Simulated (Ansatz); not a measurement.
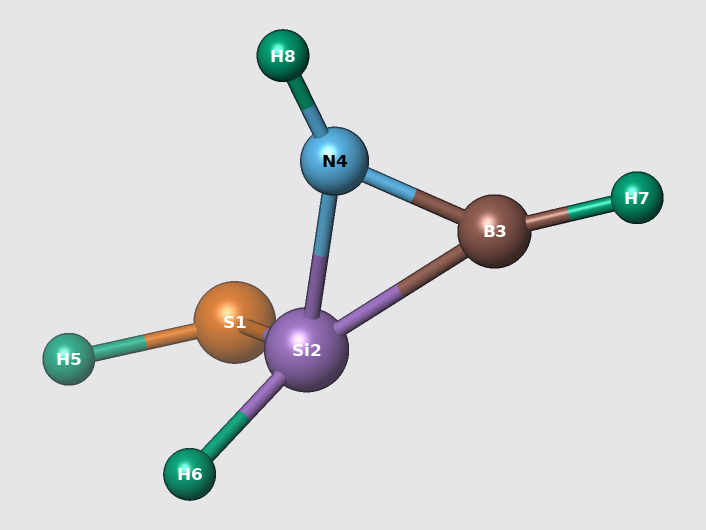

S1 lies behind Si2. The molecule seen a little off the Si2–S1 bond, Si2 in front. Distant atoms are faded towards the background colour. The computed structure is the end point of a PBE-D4/def2-SVP optimisation. No frequency run is at hand to confirm it as a minimum.

What is the torsion angle N4–Si2–S1–H5? The sign is positive where the front bond must turn clockwise to cover the back bond.

Answer. −101°, anticlinal.
